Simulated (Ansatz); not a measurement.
## [BCl2]+ (SMILES Cl[B+]Cl): the energy, rung by rung

The species is [BCl2]+ (3 atoms), meant as a singlet with charge +1. SMILES: `Cl[B+]Cl`. The shape is that of a PBE0-D4/def2-TZVP optimisation.

```xyz
3

Cl   -1.2679    0.7857   -0.6053
B     0.0000    0.0000    0.0000
Cl    1.2679   -0.7857    0.6053
```

Quantity: the energy change with the B2–Cl3 bond stretched from 1.610 to 2.898 Å, in eV. The values are calculated.

| level | kind | program | value (eV) | less CCSD(T)/cc-pVTZ |
| --- | --- | --- | --- | --- |
| SVWN5/cc-pVTZ (restricted) | LDA | Ansatz | 5.80 | +0.57 |
| revPBE/cc-pVTZ (restricted) | GGA | Ansatz | 5.33 | +0.10 |
| r2SCAN/cc-pVTZ (restricted) | meta-GGA | Ansatz | 5.80 | +0.57 |
| PBE0/cc-pVTZ (restricted) | global hybrid | Ansatz | 5.89 | +0.66 |
| HSE06/cc-pVTZ (restricted) | range-separated hybrid | Ansatz | 5.87 | +0.64 |
| PBE-QIDH/cc-pVTZ (restricted) | double hybrid | Ansatz | 6.12 | +0.89 |
| RPA@PBE0/cc-pVTZ (restricted) | RPA | Ansatz | 5.40 | +0.17 |
| CCSD(T)/cc-pVTZ (restricted) | coupled cluster or CI | Ansatz | 5.23 | 0.00 |
| CCSD/cc-pVTZ (restricted) | coupled cluster or CI | Ansatz | 5.49 | +0.26 |

CCSD(T)/cc-pVTZ (restricted) is the highest level here, not the true value. Its T1 diagnostic reaches 0.033, a sign that one reference may not serve. At this stretch a single reference begins to fail. The first shape isn't each level's own minimum. The values span 5.23 to 6.12 eV.

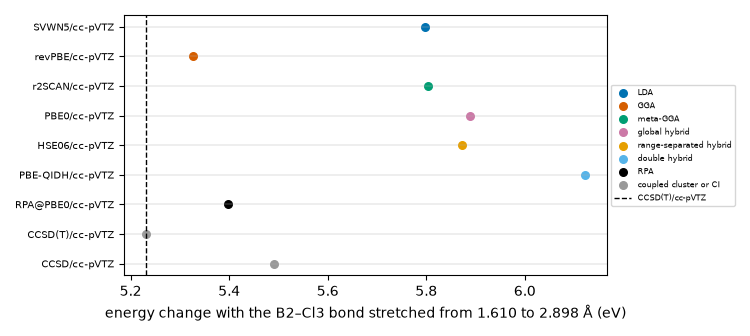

The values of the table, level by level.
